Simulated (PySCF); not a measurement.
C$_{6}$H$_{12}$F$_{2}$OSi (SMILES FCC[C@]1(F)COCC[SiH2]1)

```xyz
22

F     2.4518    1.7927    0.3116
C     2.8115    0.4625    0.3461
C     1.8701   -0.3558   -0.5220
C     0.4822   -0.4813    0.1017
F     0.6459   -1.2118    1.2906
C    -0.4282   -1.3075   -0.8148
O    -1.7390   -1.4842   -0.3534
C    -2.5407   -0.3255   -0.3628
C    -2.1816    0.6595    0.7505
Si   -0.3626    1.1851    0.5877
H     3.8415    0.4100   -0.0189
H     2.7632    0.1480    1.3921
H     1.7825    0.1189   -1.4999
H     2.3029   -1.3511   -0.6511
H    -0.0263   -2.3216   -0.9102
H    -0.4335   -0.8295   -1.8081
H    -2.4678    0.1700   -1.3442
H    -3.5624   -0.6953   -0.2359
H    -2.8568    1.5123    0.7064
H    -2.3468    0.1639    1.7074
H    -0.1963    2.1142   -0.5335
H     0.1800    1.6461    1.8601
```

Geometry: GFN2-xTB.

All numbers below come from PBE0/pcSseg-1, SCF density, gas phase, non-relativistic (PySCF).

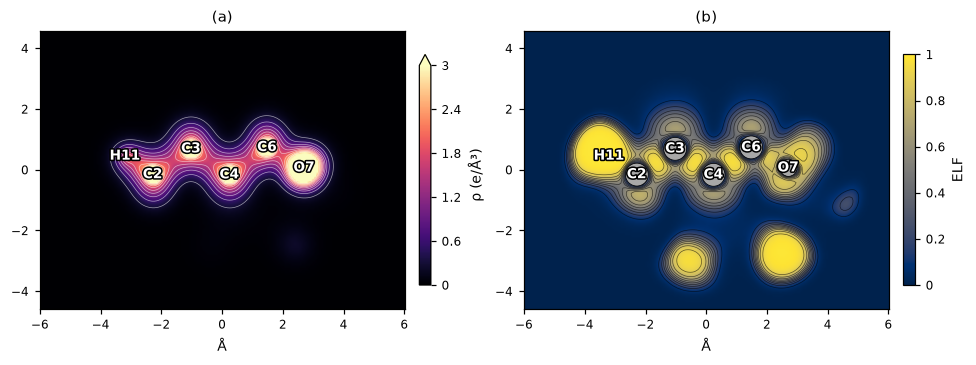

Figure 1. (a) total electron density; (b) ELF on the plane of atoms C4, C6 and O7. Grey discs cover the atomic cores in the ELF map.

> What does the map show?

The plane passes through C, O and H nuclei. C–O (1.40 Å): the density is about 2.1 e/Å³ at the midpoint, with its minimum of 1.8 e/Å³ about 0.5 Å from C; the ELF peaks at about 0.90 between the atoms; a shared but strongly polarised pair. C–C (1.52 Å): ρ is about 1.7 e/Å³ halfway; the ELF peaks at about 0.95 between the atoms (localised, covalent bonding). C–H (1.09 Å): the density is about 2.1 e/Å³ at the midpoint; the ELF climbs to about 1 towards the hydrogen, as it does in any bond to H: an ordinary covalent bond to hydrogen. The ELF also peaks beside O7, away from the bonds: lone-pair regions.

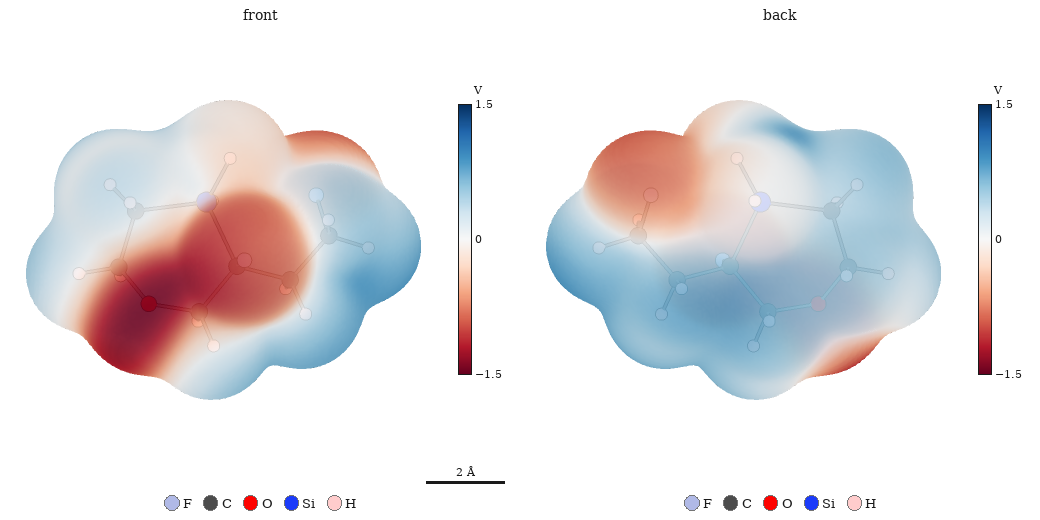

Figure 2. The molecular electrostatic potential painted on the density surface at 0.001 e/bohr³, seen from the front and from behind; red is negative and blue positive.

> Where is the surface potential most negative and most positive?

The most negative region (about −1.4 V) lies over O7, the most positive (about +0.8 V) over the C, H and Si atoms. O7 is the likeliest acceptor of a hydrogen bond.

> What dipole moment does the calculation give?

Its dipole moment is 1.71 D.
